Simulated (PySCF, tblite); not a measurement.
# Ca₈O₈: electronic excitations

Wanted: electronic excitations for Ca₈O₈.

Programs: tblite 0.8.0 and PySCF 2.14.0, with routines of our own; each step states its level. All values are computed. Atoms count from 0.

## 1. The starting structure

16 atoms, charge 0, multiplicity 1; geometry from: force field, distance geometry or constructed start.

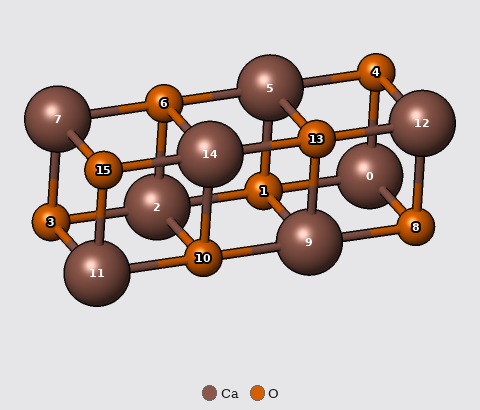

The starting geometry (calcium brown, oxygen orange); sticks join atoms by distance alone.

## 2. Optimising the geometry with GFN2-xTB

The job: settings as JSON, then the geometry in Å.

```
{"job": {"kind": "relax", "xc": "GFN2-xTB", "basis": "xTB"}, "charge": 0, "multiplicity": 1}
Ca    -1.161800    -1.168500    -3.501600
O     -1.169900    -1.164100    -1.173600
Ca    -1.161500    -1.169000     1.167700
O     -1.167400    -1.162300     3.493800
O     -1.167700     1.165500    -3.496600
Ca    -1.170000     1.166200    -1.169300
O     -1.166600     1.168400     1.163400
Ca    -1.163300     1.169400     3.501500
O      1.169400    -1.168800    -3.500400
Ca     1.163900    -1.167500    -1.165100
O      1.164600    -1.167900     1.164600
Ca     1.164200    -1.168700     3.500000
Ca     1.163300     1.167400    -3.495000
O      1.168900     1.166100    -1.169400
Ca     1.164500     1.171800     1.166900
O      1.164800     1.167300     3.506300
```

Run with:

```sh
$ OMP_NUM_THREADS=2 python large_run.py task.json out
```

The driver reads the jobs from task.json and runs them one after another.

What it wrote:

```text
step      E/eV     max force
  0    -994.55857    0.842
  1    -994.63956    0.777
  2    -995.05402    0.597
  3    -995.10887    0.229
  4    -995.12128    0.236
  5    -995.16832    0.233
  6    -995.19800    0.222
  7    -995.21959    0.202
  8    -995.22737    0.180
  9    -995.23877    0.236
 10    -995.25759    0.268
 11    -995.28217    0.222
 12    -995.29908    0.120
 13    -995.30493    0.088
 14    -995.30648    0.079
 15    -995.30811    0.072
 16    -995.31065    0.061
 17    -995.31291    0.046
 18    -995.31387    0.037
 19    -995.31408    0.033
 20    -995.31421    0.026
 21    -995.31438    0.016
```

It took 0.96 s on 2 threads of Arm Neoverse V1, shared host; peak memory 0.16 GiB.

Relaxation path:

| step | energy from step 0 (eV) | largest force (eV/Å) |
| --- | --- | --- |
| 0 | 0.0000 | 0.8427 |
| 1 | -0.0810 | 0.7770 |
| 2 | -0.4955 | 0.5970 |
| 3 | -0.5503 | 0.2287 |
| 4 | -0.5627 | 0.2357 |
| 5 | -0.6097 | 0.2332 |
| 6 | -0.6394 | 0.2217 |
| 7 | -0.6610 | 0.2020 |
| 8 | -0.6688 | 0.1800 |
| 9 | -0.6802 | 0.2364 |
| 10 | -0.6990 | 0.2675 |
| 11 | -0.7236 | 0.2224 |
| 12 | -0.7405 | 0.1194 |
| 13 | -0.7464 | 0.0887 |
| 14 | -0.7479 | 0.0785 |
| 15 | -0.7495 | 0.0715 |
| 16 | -0.7521 | 0.0610 |
| 17 | -0.7543 | 0.0456 |
| 18 | -0.7553 | 0.0360 |
| 19 | -0.7555 | 0.0329 |
| 20 | -0.7556 | 0.0261 |
| 21 | -0.7558 | 0.0157 |

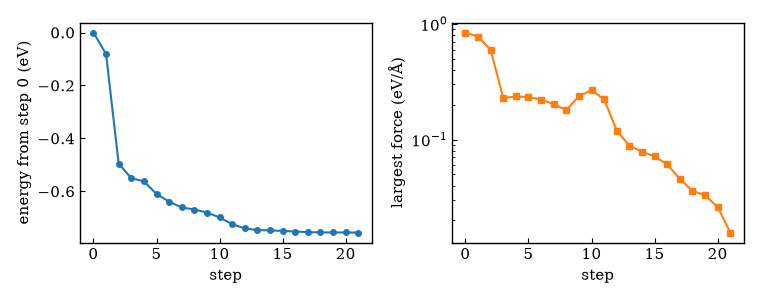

Energy and largest force along the relaxation.

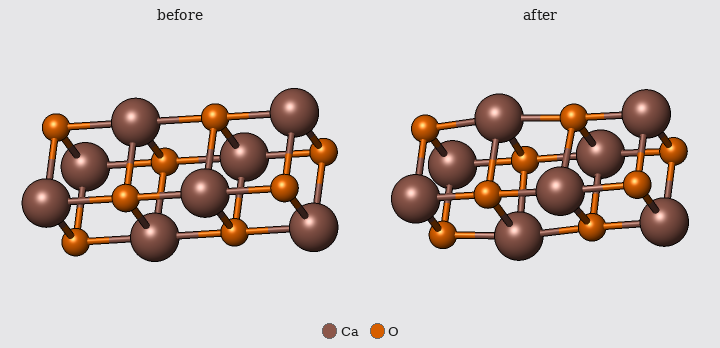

Before and after, at one scale.

Distances of close pairs at the start and the end, largest changes first:

| bond | before (Å) | after (Å) | change (Å) |
| --- | --- | --- | --- |
| O6–Ca7 | 2.338 | 2.126 | -0.213 |
| O10–Ca11 | 2.335 | 2.125 | -0.210 |
| Ca0–O1 | 2.328 | 2.125 | -0.203 |
| Ca12–O13 | 2.326 | 2.125 | -0.201 |
| Ca7–Ca11 | 3.299 | 3.109 | -0.190 |
| Ca0–Ca12 | 3.296 | 3.110 | -0.186 |
| O1–Ca2 | 2.341 | 2.178 | -0.164 |
| O13–Ca14 | 2.336 | 2.178 | -0.159 |

The end geometry stands in the next job.

## 3. Electronic excitations: TDA wB97X-D/def2-SVP

The job: settings as JSON, then the geometry in Å.

```
{"job": {"kind": "uv", "basis": "def2-SVP", "grid": 1, "kgrid": 0, "vcut": 1.5, "nstates": 6, "ntriplets": 2, "tda": true, "delta": ["ip_vertical"], "pop": true, "xc": "wB97X-D"}, "charge": 0, "multiplicity": 1}
Ca    -1.098392    -1.099489    -3.249612
O     -1.112423    -1.113268    -1.124561
Ca    -1.199284    -1.197635     1.049882
O     -1.080152    -1.078738     3.250823
O     -1.078604     1.079146    -3.252341
Ca    -1.198301     1.198528    -1.050921
O     -1.113579     1.112879     1.123104
Ca    -1.100039     1.100308     3.248537
O      1.080451    -1.078458    -3.250997
Ca     1.197817    -1.198671    -1.049936
O      1.111956    -1.111632     1.123926
Ca     1.098236    -1.098902     3.249092
Ca     1.100063     1.099841    -3.249467
O      1.111445     1.112821    -1.124540
Ca     1.198098     1.198870     1.049662
O      1.078150     1.079766     3.250502
```

With the program's defaults for keys left out, this is: TDA wB97X-D/def2-SVP, vertical, gas phase, core orbitals frozen in the response, virtual orbitals cut by energy.

What it wrote:

```text
start: PBE on a coarse grid of 26659 points
cycle   1  E = -6017.8790900552  dE =  3.497e+00  |g| = 3.095e+00  |ddm| = 7.572e+00
cycle   2  E = -5950.5456870090  dE =  6.733e+01  |g| = 1.199e+01  |ddm| = 7.777e+01
cycle   3  E = -6018.8339176188  dE = -6.829e+01  |g| = 2.262e+00  |ddm| = 7.755e+01
cycle   4  E = -6019.3186744127  dE = -4.848e-01  |g| = 1.709e+00  |ddm| = 5.822e+00
cycle   5  E = -6019.8082790719  dE = -4.896e-01  |g| = 9.759e-01  |ddm| = 2.320e+00
cycle   6  E = -6019.9976957847  dE = -1.894e-01  |g| = 2.637e-01  |ddm| = 1.285e+00
cycle   7  E = -6020.0116304750  dE = -1.393e-02  |g| = 6.582e-02  |ddm| = 3.451e-01
cycle   8  E = -6020.0125159307  dE = -8.855e-04  |g| = 1.761e-02  |ddm| = 1.264e-01
cycle   9  E = -6020.0125574976  dE = -4.157e-05  |g| = 1.216e-02  |ddm| = 4.741e-02
cycle  10  E = -6020.0125758273  dE = -1.833e-05  |g| = 8.442e-03  |ddm| = 1.686e-02
final grid: 92997 points
cycle  11  E = -6022.2404681927  dE = -2.064e-02  |g| = 2.769e-01  |ddm| = 6.740e-01
cycle  12  E = -6022.2203833899  dE =  2.008e-02  |g| = 4.241e-01  |ddm| = 7.207e-01
cycle  13  E = -6022.2549395609  dE = -3.456e-02  |g| = 2.243e-02  |ddm| = 3.599e-01
cycle  14  E = -6022.2550285899  dE = -8.903e-05  |g| = 1.631e-02  |ddm| = 4.300e-02
cycle  15  E = -6022.2550848338  dE = -5.624e-05  |g| = 1.884e-03  |ddm| = 1.875e-02
cycle  16  E = -6022.2550873768  dE = -2.543e-06  |g| = 6.262e-04  |ddm| = 6.297e-03
cycle  17  E = -6022.2550864201  dE =  9.567e-07  |g| = 1.480e-04  |ddm| = 1.734e-03
cycle  18  E = -6022.2550909970  dE = -4.577e-06  |g| = 7.822e-05  |ddm| = 5.758e-04
converged SCF energy = -6022.2550909970
Vertical ionisation energy (delta-SCF) = 6.5359 eV   <S^2> = 0.773

Static polarisability (au): isotropic 193.834, principal 183.982 183.995 213.525

Singlet excitations
state   eV       nm        f      main configurations
  1   3.9179    316.5   0.05781   H->L 0.54, H->L+1 0.32
  2   3.9195    316.3   0.05750   H-1->L 0.54, H-1->L+1 0.31
  3   4.0437    306.6   0.08771   H-2->L 0.65, H-6->L+1 0.15
  4   4.0715    304.5   0.00643   H-3->L 0.57, H-3->L+1 0.24
  5   4.0732    304.4   0.00602   H-4->L 0.57, H-4->L+1 0.24
  6   4.1955    295.5   0.00000   H-6->L 0.43, H-2->L+1 0.37

Triplet excitations (Tamm-Dancoff, eV): 3.8377 3.8393
```

It took 99 s on 2 threads of Arm Neoverse V1, shared host; peak memory 1.3 GiB.

The orbitals next to the gap, with their largest atomic shares:

| orbital | eV | atoms |
| --- | --- | --- |
| HOMO−4 | -6.87 | O3 38 %, O15 37 % |
| HOMO−3 | -6.87 | O4 38 %, O8 38 % |
| HOMO−2 | -6.75 | O8 17 %, O4 16 %, O15 16 % |
| HOMO−1 | -6.72 | O3 41 %, O15 41 %, Ca11 4 % |
| HOMO | -6.72 | O4 41 %, O8 41 %, Ca12 4 % |
| LUMO | 0.59 | Ca11 14 %, Ca7 14 %, Ca12 14 % |
| LUMO+1 | 0.86 | Ca12 24 %, Ca11 24 %, Ca7 24 % |
| LUMO+2 | 0.89 | Ca7 41 %, Ca11 41 %, Ca9 6 % |
| LUMO+3 | 0.89 | Ca0 42 %, Ca12 41 %, Ca14 6 % |

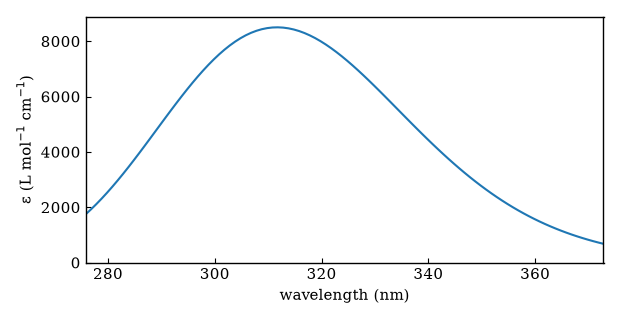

Absorption spectrum: each of the 6 states is a Gaussian band of 0.4 eV half-width at 1/e. Beyond the last state computed it falls off for lack of states.

Further results of this job:

| property | computed |
| --- | --- |
| dipole moment (D) | 0.01 |
| polarisability (Å³) | 28.72 |
| HOMO–LUMO gap (eV) | 7.31 |
| −ε(HOMO) (eV) | 6.72 |

## 4. Outcome

| quantity | value |
| --- | --- |
| lowest singlet (wB97X-D/def2-SVP) | 3.92 eV (316 nm), f = 0.058 |
| brightest single state of those computed | state 3, 4.04 eV, f = 0.088 |
| lowest triplet | 3.84 eV |
| vertical ionisation energy (ΔSCF) | 6.54 eV |

**Reading.** The lowest singlet, at 3.92 eV, is HOMO→LUMO 0.54, HOMO→LUMO+1 0.32 and is bright; of the 6 states computed, the strongest absorption comes from states 1 to 2 together at 3.92 eV. The lowest triplet lies 0.08 eV below the lowest singlet. ΔSCF puts the ionisation energy at 6.54 eV, 0.18 eV below −ε(HOMO).
